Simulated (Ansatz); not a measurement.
A series of calculations on C$_{3}$H$_{7}$NOSi

### Relaxation

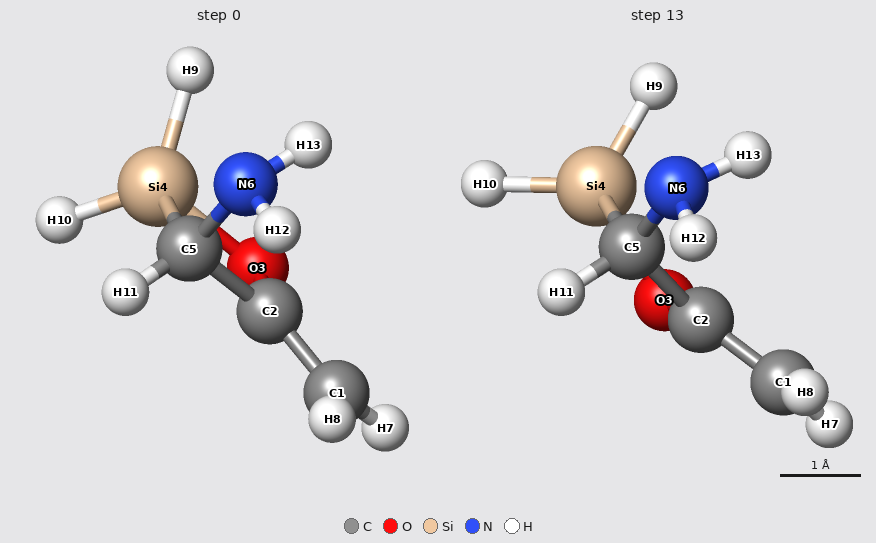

The structure of C3H7NOSi before (left) and after (right) a relaxation, at one scale.

A ball-and-stick model, seen from a free direction.

The run prepares an end point of a later path (inversion) calculation, from a guessed geometry.

The calculation used RKS revPBE-D4/def2-SVP in Ansatz 0.2.0. (no spin polarisation; force threshold 0.015 eV/Å; at most 40 steps)

Describe what moved and what it gained.

Answer. The atom that moves furthest after the best rigid fit is O3 (0.59 Å). Largest moves by element: O 0.59 Å, H 0.55 Å, C 0.17 Å, N 0.14 Å, Si 0.02 Å. Near-neighbour distances that change, for instance: C2–O3 1.270 → 1.400 Å, O3–Si4 1.650 → 1.744 Å, Si4–H10 1.433 → 1.502 Å, C1–H7 1.034 → 1.099 Å. Among the angles between lasting bonds that change: C2–C5–N6 110.6° → 121.6°, H9–Si4–H10 118.8° → 110.2°, C2–O3–Si4 101.5° → 92.9°. Groups turn about C2–C5 by about 25°, C2–O3 by about 20°, Si4–C5 by about 20°. The energy falls by 97.4 kJ/mol in 12 accepted moves (13 points after the start). The largest force component goes from 7.1 to 0.012 eV/Å. The line search rejected the trial step at point 3 of the run.

### Relaxation

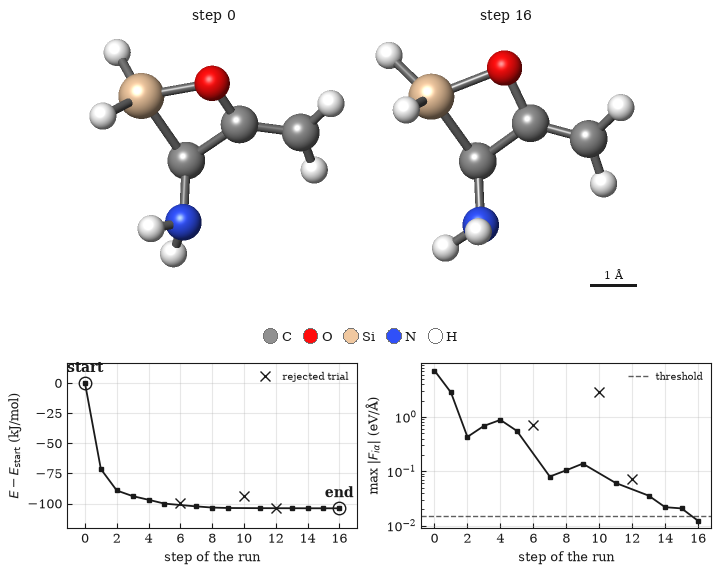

First and last geometry of a relaxation of C$_{3}$H$_{7}$NOSi, with the history of the run. A ball-and-stick model, seen at a tilt.

The run prepares an end point of a later path (inversion) calculation, from a guessed geometry.

All numbers below come from RKS revPBE-D4/def2-SVP (Ansatz 0.2.0).

Input file:
```yaml
crystal:
  periodic: [false, false, false]
  atoms:
    - { symbol: C, position_ang: [0.097, -2.0263, -0.3286] }
    - { symbol: C, position_ang: [0.4056, -0.6987, -0.1943] }
    - { symbol: O, position_ang: [1.5387, -0.1962, 0.0827] }
    - { symbol: Si, position_ang: [1.2322, 1.4172, -0.0783] }
    - { symbol: C, position_ang: [-0.4805, 0.5672, -0.3451] }
    - { symbol: "N", position_ang: [-1.4982, 0.6262, 0.7366] }
    - { symbol: H, position_ang: [0.8122, -2.7641, -0.2102] }
    - { symbol: H, position_ang: [-0.9333, -2.229, -0.5959] }
    - { symbol: H, position_ang: [1.3498, 2.1635, 1.2462] }
    - { symbol: H, position_ang: [1.7987, 2.0055, -1.2557] }
    - { symbol: H, position_ang: [-0.9167, 0.7467, -1.3007] }
    - { symbol: H, position_ang: [-2.39316, 0.94076, 0.39451] }
    - { symbol: H, position_ang: [-1.31243, 1.27448, 1.46041] }
basis:
  gaussian: { orbitals: def2-SVP }
hamiltonian:
  xc: revpbe
  dispersion: d4
relax:
  f_tol: 0.015
  max_steps: 40
output:
  orbitals: {}
```

Run as
```bash
ansatz run input.yaml --threads 2 --pin off --max-ram 3072MiB --backend cpu --events-out ev --progress --plain --runs-dir out
```

> What do the curves and the structures tell?

It converged. H13 moves most after the best rigid fit: 0.78 Å. By element the largest moves are H 0.78 Å, O 0.53 Å, N 0.35 Å, C 0.24 Å, Si 0.06 Å. Among the contacts that change: C2–O3 1.270 → 1.400 Å, O3–Si4 1.650 → 1.742 Å, Si4–H10 1.433 → 1.505 Å, C1–H7 1.034 → 1.099 Å. Among the angles between lasting bonds that change: Si4–C5–N6 119.3° → 130.2°, C5–Si4–H10 114.7° → 124.2°, H9–Si4–H10 118.8° → 109.8°. Groups turn about C5–N6 by about 45°, C2–C5 by about 25°, C2–O3 by about 20°. After 13 accepted moves (16 points after the start) the energy has fallen by 103.9 kJ/mol. The largest force component goes from 7.1 to 0.012 eV/Å. The line search rejected the trial steps at points 6, 10, 12 of the run. The run took 41 s on 2 threads of Arm Neoverse V2 (shared host), peak memory 0.16 GiB.

```json
{"step": "0", "E − E(0), kJ/mol": "0.00", "largest force component, eV/Å": "7.1105", "note": ""}
{"step": "1", "E − E(0), kJ/mol": "-71.35", "largest force component, eV/Å": "2.8157", "note": ""}
{"step": "2", "E − E(0), kJ/mol": "-89.13", "largest force component, eV/Å": "0.4281", "note": ""}
{"step": "3", "E − E(0), kJ/mol": "-93.79", "largest force component, eV/Å": "0.6820", "note": ""}
{"step": "4", "E − E(0), kJ/mol": "-96.84", "largest force component, eV/Å": "0.8803", "note": ""}
{"step": "5", "E − E(0), kJ/mol": "-100.01", "largest force component, eV/Å": "0.5523", "note": ""}
{"step": "6", "E − E(0), kJ/mol": "-99.76", "largest force component, eV/Å": "0.7111", "note": "rejected"}
{"step": "7", "E − E(0), kJ/mol": "-102.32", "largest force component, eV/Å": "0.0798", "note": ""}
{"step": "8", "E − E(0), kJ/mol": "-103.29", "largest force component, eV/Å": "0.1042", "note": ""}
{"step": "9", "E − E(0), kJ/mol": "-103.66", "largest force component, eV/Å": "0.1379", "note": ""}
{"step": "10", "E − E(0), kJ/mol": "-93.58", "largest force component, eV/Å": "2.8715", "note": "rejected"}
{"step": "11", "E − E(0), kJ/mol": "-103.79", "largest force component, eV/Å": "0.0608", "note": ""}
{"step": "12", "E − E(0), kJ/mol": "-103.77", "largest force component, eV/Å": "0.0728", "note": "rejected"}
{"step": "13", "E − E(0), kJ/mol": "-103.85", "largest force component, eV/Å": "0.0356", "note": ""}
{"step": "14", "E − E(0), kJ/mol": "-103.88", "largest force component, eV/Å": "0.0218", "note": ""}
{"step": "15", "E − E(0), kJ/mol": "-103.90", "largest force component, eV/Å": "0.0207", "note": ""}
{"step": "16", "E − E(0), kJ/mol": "-103.90", "largest force component, eV/Å": "0.0122", "note": ""}
```

### Path

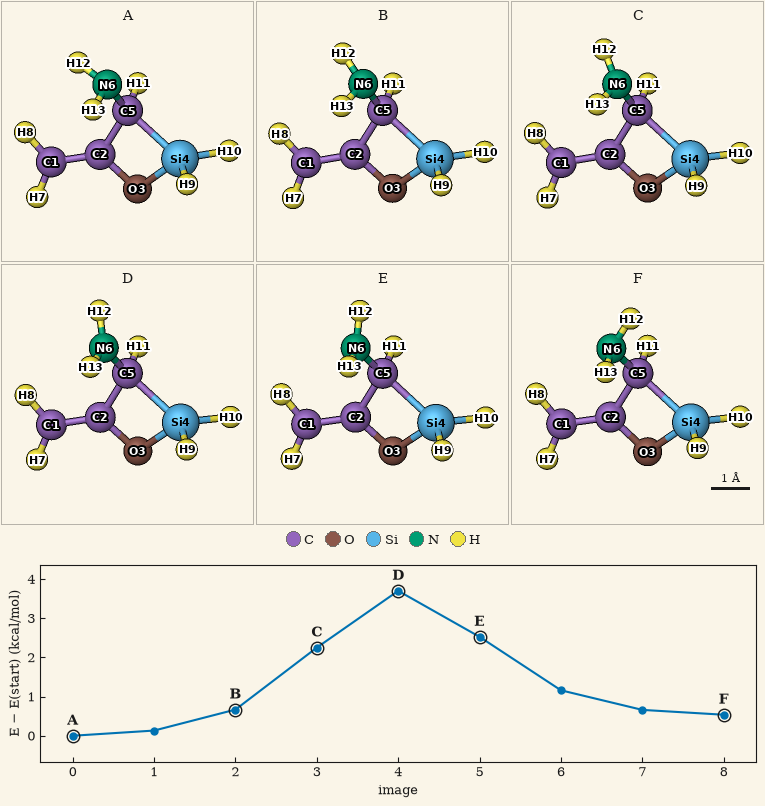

NEB run on C₃H₇NOSi. Images are numbered from 0 (start) to 8 (end). Frames A to F are images 0, 2, 3, 4, 5, 8. A ball-and-stick model, seen at a tilt.

Level of theory: RKS revPBE-D4/def2-SVP (Ansatz 0.2.0).

Input file:
```yaml
crystal:
  periodic: [false, false, false]
  atoms:
    - { symbol: C, position_ang: [0.094843, -2.012036, -0.15486] }
    - { symbol: C, position_ang: [0.407634, -0.714905, -0.329948] }
    - { symbol: O, position_ang: [1.703501, -0.206946, -0.476609] }
    - { symbol: Si, position_ang: [1.210103, 1.414943, -0.065893] }
    - { symbol: C, position_ang: [-0.489765, 0.543783, -0.291119] }
    - { symbol: "N", position_ang: [-1.596086, 0.658124, 0.633676] }
    - { symbol: H, position_ang: [0.870902, -2.789686, -0.122032] }
    - { symbol: H, position_ang: [-0.960571, -2.301849, -0.051575] }
    - { symbol: H, position_ang: [1.594046, 1.795867, 1.337027] }
    - { symbol: H, position_ang: [1.718417, 2.440622, -1.038416] }
    - { symbol: H, position_ang: [-0.846205, 0.766858, -1.322752] }
    - { symbol: H, position_ang: [-2.374204, 0.054377, 0.336636] }
    - { symbol: H, position_ang: [-1.312014, 0.316048, 1.560767] }
basis:
  gaussian: { orbitals: def2-SVP }
hamiltonian:
  xc: revpbe
  dispersion: d4
neb:
  order_check: false
  images: 7
  f_tol: 0.03
  max_iterations: 60
  initial_path: idpp
  final_atoms:
    - { symbol: C, position_ang: [0.18950217, -2.07892315, -0.17290464] }
    - { symbol: C, position_ang: [0.44235487, -0.76916005, -0.34189131] }
    - { symbol: O, position_ang: [1.71045356, -0.19220475, -0.4761387] }
    - { symbol: Si, position_ang: [1.13958992, 1.40148123, -0.06514152] }
    - { symbol: C, position_ang: [-0.52845416, 0.4230181, -0.31541218] }
    - { symbol: "N", position_ang: [-1.6636809, 0.27124181, 0.56690441] }
    - { symbol: H, position_ang: [1.0045591, -2.81545501, -0.13968461] }
    - { symbol: H, position_ang: [-0.85405605, -2.40633826, -0.07480563] }
    - { symbol: H, position_ang: [1.47624942, 1.78635199, 1.35209367] }
    - { symbol: H, position_ang: [1.65581752, 2.44997559, -1.01358134] }
    - { symbol: H, position_ang: [-0.89343582, 0.61772215, -1.34936801] }
    - { symbol: H, position_ang: [-2.29937582, 1.07426756, 0.49906305] }
    - { symbol: H, position_ang: [-1.35892281, 0.20322278, 1.54576881] }
```

Launched with:
```bash
ansatz run input.yaml --threads 2 --pin off --max-ram 3072MiB --backend cpu --events-out ev --progress --plain --runs-dir out
```

What happens along the path, and what is the barrier?

Forward barrier 3.70 kcal/mol, backward barrier 3.16 kcal/mol, with image 4 at the top; the reaction energy is +0.54 kcal/mol. The motion is an umbrella inversion at N6. No bond forms or breaks between the ends. Bond angles that change up to the highest image, for instance: H12–N6–H13 105.9° → 118.1°, C5–N6–H12 110.3° → 121.6°. The band converged in 7 iterations. The largest component of the band force went from 0.73 to 0.029 eV/Å. The climbing image converged on the top of the path. Its vibrational analysis gives one imaginary mode (575i cm⁻¹), as a transition state must have.

Cost: 2.1 min on 2 threads of Arm Neoverse V2, on a shared host, peak memory 0.17 GiB.
